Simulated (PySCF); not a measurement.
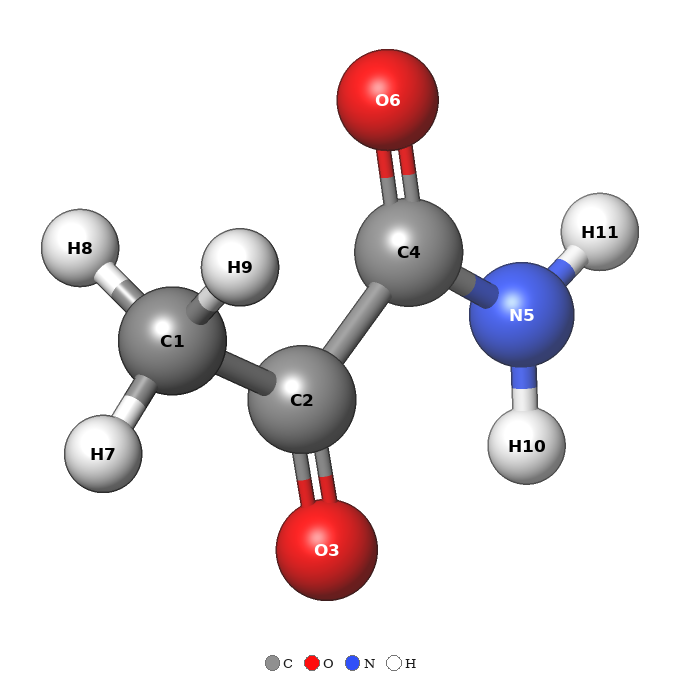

The geometry was computed by an optimisation with PBE0-D3(BJ)/def2-SVP. No frequency run is at hand to confirm it as a minimum. Properties computed with B3LYP/pcJ-1 indirect spin-spin coupling, non-relativistic, gas phase (PySCF 2.14.0). Isotopes: 13C, 1H, 15N, 17O.

Give the spin–spin coupling constants of these pairs, with the number of bonds between them: C4/N5, N5/H11, N5/H10, C2/N5, O3/N5.

```
   pair  bonds apart  J (Hz)
 C4, N5            1   −20.6
N5, H11            1   −98.4
N5, H10            1   −99.3
 C2, N5            2    −9.8
 O3, N5            3     1.1
```
